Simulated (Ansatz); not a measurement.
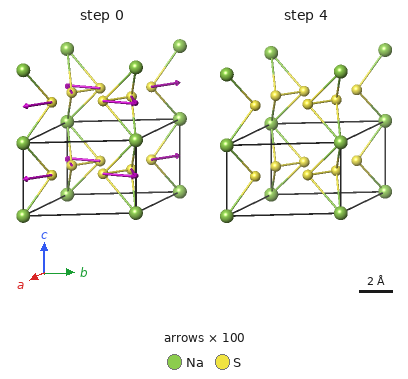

The structure of crystalline NaS$_{6}$ (a generated structure, set up in P6/mmm) before (left) and after (right) a relaxation, at one scale. The purple arrows give the displacements (the part carried along by the change of the cell is left out), magnified 100 times.

The picture is a ball-and-stick view of the cell of the calculation, repeated 1 × 1 × 2 with one cell outlined, seen slightly off an axis.

The calculation used DFT PBE, scalar-relativistic, plane waves, PAW (Ansatz). Settings: plane-wave cutoff 420 eV; k-point mesh 6 × 6 × 8; occupations gaussian; smearing width 0.1 eV; no spin polarisation; cell and atoms relaxed; force threshold 0.01 eV/Å; at most 80 steps.

**What changed between the two?**

Over 3 accepted moves (4 points after the start) the energy falls by 1.6 meV per atom. The largest force component goes from 0.0041 to 0.004 eV/Å. Pressure: 0.25 GPa at the start and 0.02 GPa at the end. At 1 point the geometry stayed and the basis and grid were re-selected for the new cell (energy shift of less than 0.05 meV per atom at most each time). The largest moves relative to the cell, 0.022 Å, are those of S atoms. Na stays in place. Cell: a = b 6.945 → 7.025 Å (+1.2 %), c 4.548 → 4.423 Å (−2.7 %). Volume −0.5 %. Some distances before and after: Na–S 3.151 → 3.108 Å. The space group stays P6/mmm (No. 191). The run took 110 s on 1 thread of AMD EPYC (Zen 3), on a shared host, peak memory 0.52 GiB.
